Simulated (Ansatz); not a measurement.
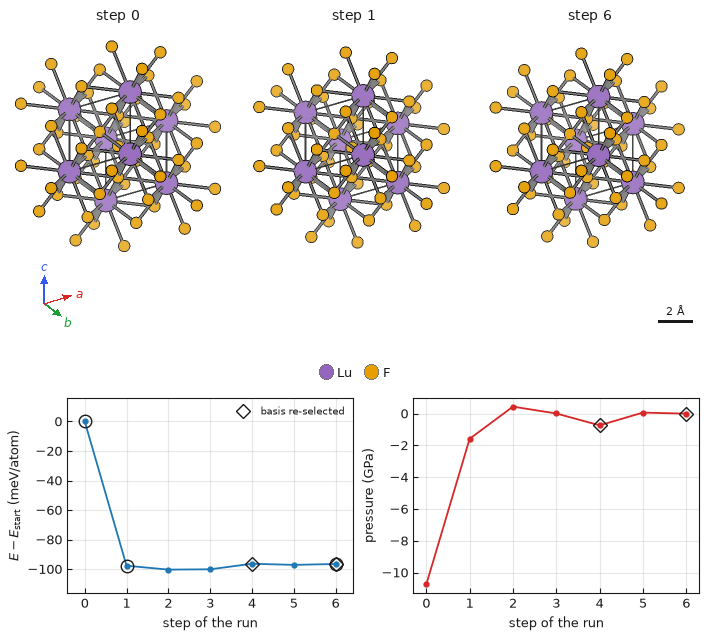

Frames of a relaxation of a crystal of LuF4 (a generated structure, set up in Pm-3m) (coarse preliminary run), marked on the history of the run. A ball-and-stick model of the cell of the calculation, seen from a free direction.

The calculation used DFT PBE, scalar-relativistic, plane waves, PAW (Ansatz).

Input file:
```yaml
crystal:
  lattice:
    - [4.22910499, 0.0, 0.0]
    - [0.0, 4.22910499, 0.0]
    - [0.0, 0.0, 4.22910499]
  atoms:
    - { symbol: Lu, position: [0.0, 0.0, 0.0] }
    - { symbol: F, position: [0.5, 0.5, 0.5] }
    - { symbol: F, position: [0.0, 0.5, 0.5] }
    - { symbol: F, position: [0.5, 0.0, 0.5] }
    - { symbol: F, position: [0.5, 0.5, 0.0] }
basis:
  ecutwfc: 420
kpoints:
  mp_grid: { grid: [4, 4, 4] }
hamiltonian:
  xc: pbe
scf:
  occupations: { method: gaussian, width: 0.1 }
  lower_state_search: "off"
output:
  forces: true
  stress: true
  eigenvalues: true
relax:
  adjacent_minimum: "off"
  f_tol: 0.04
  max_steps: 70
  cell: { stress_tol: 0.4 }
```

Run as
```bash
ansatz run input.yaml --threads 1 --pin off --max-ram 2048MiB --backend cpu --events-out ev --progress --plain --runs-dir out
```

### Describe the path.

The atoms keep their places relative to the cell (all moves are under 0.005 Å). The drawn cell changes as follows: a = b = c 4.229 → 3.986 Å (−5.7 %); the volume changes by −16.3 %. Near-neighbour distances that change, for instance: Lu1–F3 2.990 → 2.819 Å. The space group stays Pm-3m (No. 221). The energy falls by 96.5 meV per atom in 4 accepted moves (6 points after the start). All forces vanish by symmetry, so only the cell relaxes. The pressure goes from −10.75 to −0.01 GPa. The SCF was repeated twice at an unchanged geometry on a basis and grid sized afresh for the cell, which shifted the energy by 3.8 meV per atom at most. The run took 16 s on 1 thread of Arm Neoverse V1 (shared host), peak memory 0.33 GiB. From step 0 to 1: volume −13.9 %, energy −97.7 meV per atom. From step 1 to 6: volume −2.7 %, energy +1.2 meV per atom.

```tsv
step	E − E(0), meV/atom	pressure, GPa	volume, Å³/atom	note
0	0.00	-10.75	15.128	
1	-97.70	-1.59	13.021	
2	-100.35	0.43	12.714	
3	-100.13	0.00	12.776	
4	-96.38	-0.74	12.776	same geometry, new basis
5	-97.14	0.06	12.669	
6	-96.54	-0.01	12.669	same geometry, new basis
```

Limits of the set-up: the k-point mesh is coarse for a cell with partly filled bands; an odd number of electrons was run without spin polarisation, which fails if the electron would localise.
